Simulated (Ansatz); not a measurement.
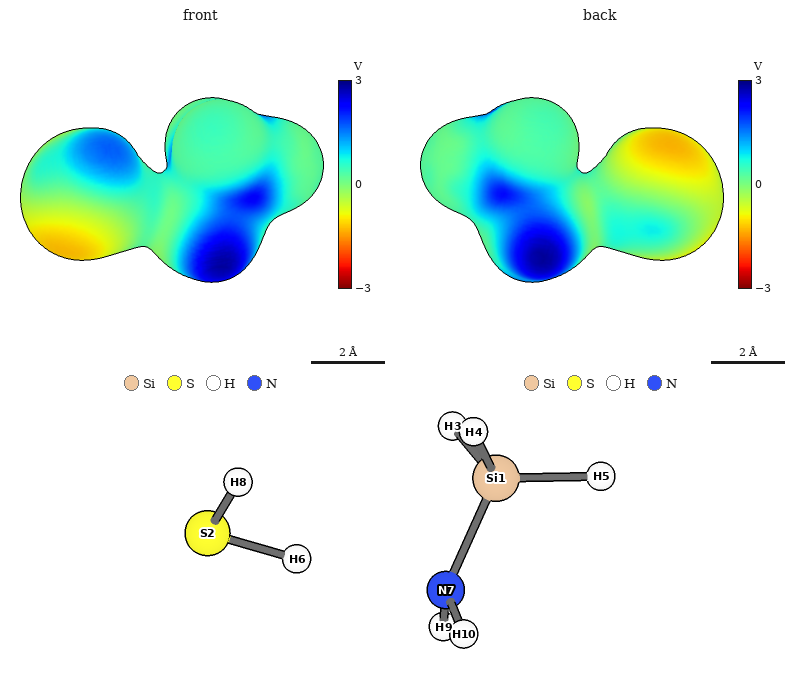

Figure. H5NSi···H2S. The molecular electrostatic potential painted on the density surface at 0.004 e/bohr³, seen from the front and from behind; red is negative and blue positive. The bare structure is drawn below in the same view.

The product side of a reaction path; geometry: PBE0-D4/def2-TZVP.

Computed with RKS PBE0-D4/def2-TZVPP (Ansatz 0.2.0).

```xyz
10

Si   -1.2793   -0.5472   -0.0341
S     2.8876   -0.0273    0.5461
H    -0.8069   -1.8164   -0.6391
H    -1.0276   -0.5363    1.4294
H    -2.7525   -0.4473   -0.2450
H     1.6874    0.2954    0.0097
N    -0.3467    0.7349   -0.7329
H     2.3826   -0.0860    1.7873
H    -0.2588    0.7585   -1.7382
H    -0.4858    1.6716   -0.3831
```

### Where is the surface potential most negative and most positive?

The most negative region (about −1.3 V) lies over S2, the most positive (about +2.8 V) over H9 and H10.
